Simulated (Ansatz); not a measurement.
# COF2 (carbonyl fluoride) at 6 levels

We compute a comparison of 6 runs (UHF/STO-3G, UB3LYP/STO-3G, r2SCAN/STO-3G, wB97M-V/STO-3G, UMP2/STO-3G, BCCD(T)/STO-3G) of COF2 (carbonyl fluoride). 

The calculation is run with Ansatz 0.2.0.

62 further runs of the same task are left out: 5 that didn't finish, 57 set aside as unsound or not needed.

**1. Starting point**

The species is COF2 (4 atoms), meant as a singlet with charge 0. SMILES: `O=C(F)F`. The F3–C2 distance was set to 1.964 Å, away from the relaxed value. At this shape a bond of the SMILES string is far longer than usual.

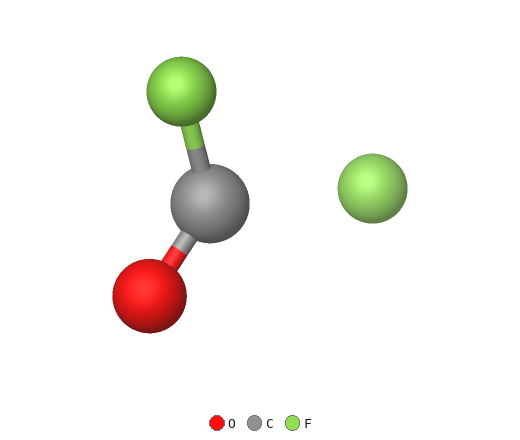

Viewed from a chosen angle; oxygen red, carbon grey, fluorine green.

**2. A single-point energy at UHF/STO-3G (run 1)**

run.yaml reads:

```yaml
crystal:
  periodic: [false, false, false]
  atoms:
    - {symbol: O, position_ang: [-1.711312, 0.250113, -0.052736]}
    - {symbol: C, position_ang: [-0.560482, 0.395883, -0.195276]}
    - {symbol: F, position_ang: [0.845490, -0.826670, 0.424670]}
    - {symbol: F, position_ang: [0.020338, 1.403213, -0.796606]}
basis:
  gaussian:
    orbitals: STO-3G
magnetization:
  spin_polarized: true
  initial_magnetization: 0
hamiltonian:
  xc: hf
accuracy: high
total_charge: 0
```

Launch:

```
$ ansatz run run.yaml --threads 1 --pin off --max-ram 3480MiB --events-out events.jsonl --progress --plain --runs-dir runs
```

Output:

```text
Warning: RAYON_NUM_THREADS=1 ignored (pool sized by the plan → 1); use --threads N
Functional definition: HF
  name "HF"
  exchange = exact_x
  correlation = 0
360 factors; integrals over basis functions are off by at most 4.2e-8 eV
mean field evaluation 1: about -8348.6465 eV, gradient 3.0e1 eV
mean field evaluation 2: about -8348.7269 eV, gradient 3.0e1 eV
mean field evaluation 4: about -8357.6002 eV, gradient 2.5e0 eV
mean field evaluation 8: about -8357.7201 eV, gradient 6.4e-2 eV
mean field evaluation 16: about -8357.7023 eV, gradient 2.2e-8 eV
mean field evaluation 32: about -8358.8848 eV, gradient 3.5e0 eV
mean field evaluation 64: about -8358.2649 eV, gradient 7.7e-1 eV
mean field evaluation 96: about -8359.4815 eV, gradient 4.5e-1 eV
mean field evaluation 128: about -8357.8359 eV, gradient 3.2e0 eV
mean field evaluation 160: about -8358.3059 eV, gradient 9.0e-2 eV
mean field evaluation 192: about -8351.1874 eV, gradient 5.0e0 eV
mean field evaluation 224: about -8356.4591 eV, gradient 1.8e1 eV
mean field evaluation 256: about -8357.7023 eV, gradient 1.9e-8 eV
mean field -8359.49016567 eV, -307.2055973223 hartree, gradient 4.0e-8 eV, S^2 0.848277; 5 other end points of the search recorded, 0 dependent functions left out
reference -8359.49016567 eV, -307.2055973223 hartree; 16, 16 occupied and 4, 4 virtual orbitals, 360 factors
Total energy: -8359.49016567 eV, -307.2055973223 hartree
```

Wall time 0.4 s (1 thread of Arm Neoverse V2, shared host).

**3. A single-point energy at UB3LYP/STO-3G (run 2)**

molecule.yaml reads:

```yaml
crystal:
  periodic: [false, false, false]
  atoms:
    - {symbol: O, position_ang: [-1.711312, 0.250113, -0.052736]}
    - {symbol: C, position_ang: [-0.560482, 0.395883, -0.195276]}
    - {symbol: F, position_ang: [0.845490, -0.826670, 0.424670]}
    - {symbol: F, position_ang: [0.020338, 1.403213, -0.796606]}
basis:
  gaussian:
    orbitals: STO-3G
hamiltonian:
  xc: {name: B3LYP}
magnetization:
  spin_polarized: true
accuracy: high
```

Launch:

```
$ ansatz run molecule.yaml --threads 1 --pin off --max-ram 3480MiB --events-out events.jsonl --progress --plain --runs-dir runs
```

Output:

```text
Warning: RAYON_NUM_THREADS=1 ignored (pool sized by the plan → 1); use --threads N
Functional definition: B3LYP
  name "B3LYP"
  parameter a0 = 0.2
  parameter ax = 0.72
  parameter ac = 0.81
  exchange = (1 - a0 - ax)*slater_x + ax*b88_x + a0*exact_x
  correlation = (1 - ac)*vwn_rpa_c + ac*lyp_c
360 factors; integrals over basis functions are off by at most 4.2e-8 eV
mean field evaluation 1: about -8387.3983 eV, gradient 2.6e1 eV
mean field evaluation 2: about -8256.9365 eV, gradient 1.2e2 eV
mean field evaluation 4: about -8391.3813 eV, gradient 1.6e1 eV
mean field evaluation 8: about -8393.3835 eV, gradient 2.4e-2 eV
mean field evaluation 16: about -8393.3518 eV, gradient 4.0e-6 eV
mean field evaluation 32: about -8393.2659 eV, gradient 1.2e0 eV
mean field -8393.35175527 eV, -308.4499877881 hartree, gradient 8.9e-9 eV, S^2 0.000000; 3 other end points of the search recorded, 0 dependent functions left out
reference -8393.35177153 eV, -308.4499883857 hartree; 16, 16 occupied and 4, 4 virtual orbitals, 360 factors
Total energy: -8393.35177153 eV, -308.4499883857 hartree
```

It took 2 s on 1 thread of Arm Neoverse V2, shared host; peak memory 0.12 GiB.

Runs 3 to 5 aren't shown in full; the table further down has their settings and results.

**4. A single-point energy at BCCD(T)/STO-3G (run 6)**

run.yaml reads:

```yaml
crystal:
  periodic: [false, false, false]
  atoms:
    - symbol: O
      position_ang: [-1.711312, 0.250113, -0.052736]
    - symbol: C
      position_ang: [-0.560482, 0.395883, -0.195276]
    - symbol: F
      position_ang: [0.845490, -0.826670, 0.424670]
    - symbol: F
      position_ang: [0.020338, 1.403213, -0.796606]
basis:
  gaussian:
    orbitals: STO-3G
accuracy: high
correlation:
  method: bccd_t
  frozen_orbitals: {C: 1, F: 1, O: 1}
scf:
  omitted_lower_state_checks: [cluster_reference, increment]
```

Launch:

```
$ ansatz run run.yaml --threads 1 --pin off --max-ram 3480MiB --events-out events.jsonl --progress --plain --runs-dir runs
```

Output:

```text
Warning: RAYON_NUM_THREADS=1 ignored (pool sized by the plan → 1); use --threads N
[... 11 lines left out ...]
4 core orbitals not correlated: weight in the atoms' cores, before any rotation towards them, 1.000 or more for the frozen orbitals, at most 0.000 for the correlated occupied ones
[... 31 lines left out ...]
WARN: these amplitudes may be one of several solutions (largest doubles amplitude 0.34, level shift 2.80 eV)
Total energy: -8364.64142244 eV, -307.3949025170 hartree
Checks for a lower state left out: cluster_reference, increment
```

It took 0.32 s on 1 thread of Arm Neoverse V2, shared host.

**5. All runs side by side**

| run | level | frozen core orbitals | energy (Eh) | wall time |
| --- | --- | --- | --- | --- |
| 1 | UHF/STO-3G | – | -307.205597 | 0.4 s |
| 2 | UB3LYP/STO-3G | – | -308.449988 | 2 s |
| 3 | r2SCAN/STO-3G | – | -308.399217 | 2.2 s |
| 4 | wB97M-V/STO-3G | – | -308.481174 | 16 s |
| 5 | UMP2/STO-3G | 4 | -307.331858 | 0.66 s |
| 6 | BCCD(T)/STO-3G | 4 | -307.394903 | 0.32 s |

**6. What came out**

| quantity | value |
| --- | --- |
| run 6: total energy | -307.39490 Eh |
| run 6: correlation energy (4 core orbitals frozen) | -255.0 mEh |
| run 6: (T) correction | -18.15 mEh |

Below the UHF energy at the same shape and in the same basis (STO-3G): UMP2 -126.3 mEh; BCCD(T) -189.3 mEh. Some of these start from another determinant than that one, so these aren't their correlation energies. Totals of different functionals can't be ranked against each other. In run 6 the log says that unrestricted orbitals would lower the reference, so the values rest on an unstable closed-shell determinant (other closed-shell runs at this shape may share the fault). In runs 1, 2, 3, 4, 5, 6 the basis is minimal, so the values are rough. Spin contamination of the reference: run 1 ⟨S²⟩ = 0.85, run 5 ⟨S²⟩ = 0.85. Where it is this large, the reference is a mixture of spin states, and values that rest on it are in doubt. All runs together took 22 s, the longest 16 s.
